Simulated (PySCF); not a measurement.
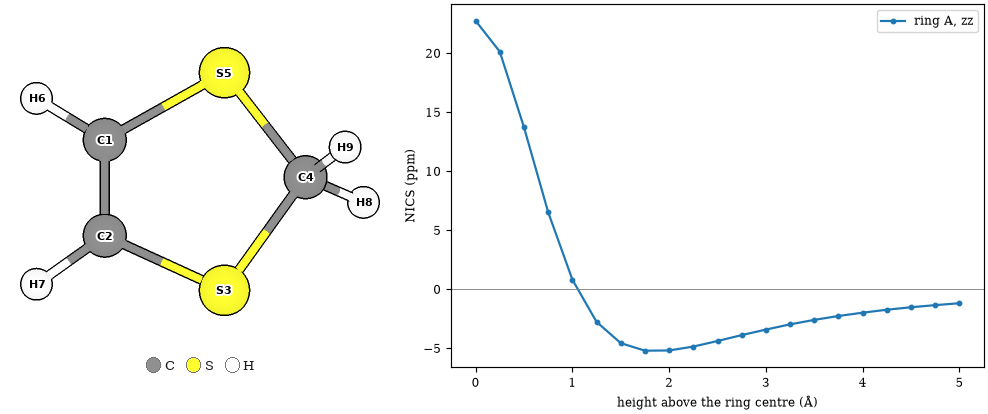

Figure. C$_{3}$H$_{4}$S$_{2}$, SMILES `C1=CSCS1`. GIAO NICS scans along the ring normals; ring A: 5-membered ring C1/C2/S3/C4/S5.

Level of theory: PBE0/6-311+G** (PySCF), at a geometry from GFN2-xTB. No frequency check shows the geometry to be a minimum. GFN2-xTB bond lengths at metals and heavier atoms can be off by up to 0.1 Å and shapes distorted, which carries into these values.

Q: Read the scans.

A: Ring A is neither clearly shielded nor deshielded above its centre; an sp³ atom breaks the ring's conjugation, so the values mix its σ bonds and separate π bonds and show no closed π ring current: NICSzz reaches +22.7 ppm at 0.00 Å; NICS(0) = −6.7, NICS(1) = −1.1, NICS(1)zz = +0.8 ppm.

The PySCF run took 51 s on 1 thread of Arm Neoverse V1 (shared host), peak memory 1.1 GiB.
